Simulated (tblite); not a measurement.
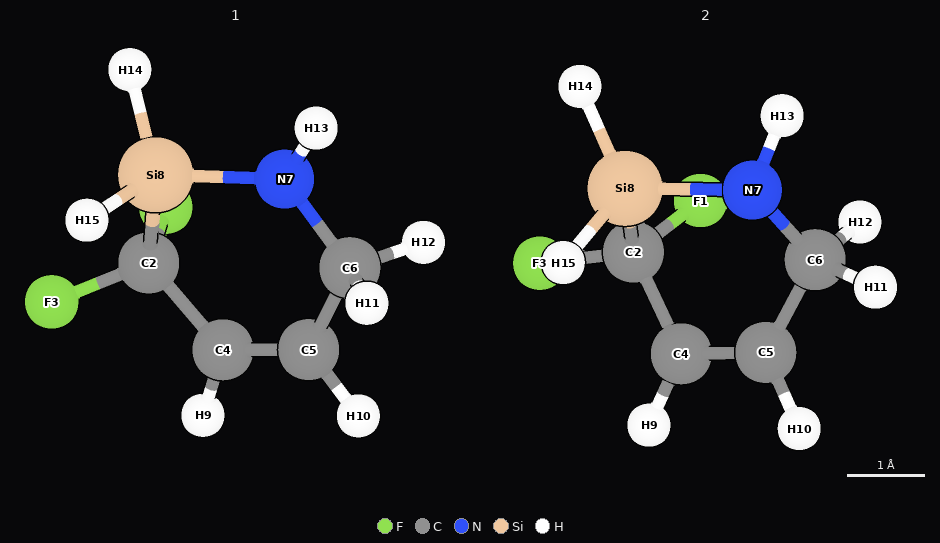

Two geometries of C4H7F2NSi, drawn at one scale. One is the start of a relaxation, the other its converged end. A ball-and-stick model, seen at a tilt.

The calculation used GFN2-xTB geometry optimisation, gas phase (tblite 0.8.0). 

> Which of the two is the end point?

Structure 1 is the relaxed one. Over 108 geometry steps the energy falls by 61.0 kJ/mol. The largest move after the best rigid fit is that of F1, 0.88 Å. By element the largest moves are F 0.88 Å, H 0.77 Å, N 0.42 Å, C 0.27 Å, Si 0.19 Å. Among the contacts that change: C5–Si8 2.893 → 3.133 Å, N7–Si8 1.777 → 1.710 Å, N7–H13 1.052 → 1.008 Å, C6–H11 1.131 → 1.102 Å. Among the angles between lasting bonds that change: C6–N7–Si8 111.3° → 125.9°, Si8–N7–H13 107.3° → 119.1°, C4–C2–Si8 102.5° → 113.3°. Groups turn about C5–C6 by about 45°, C2–Si8 by about 30°, C2–C4 by about 25°. The run took 0.72 s on 1 thread of Arm Neoverse V1, on a shared host.
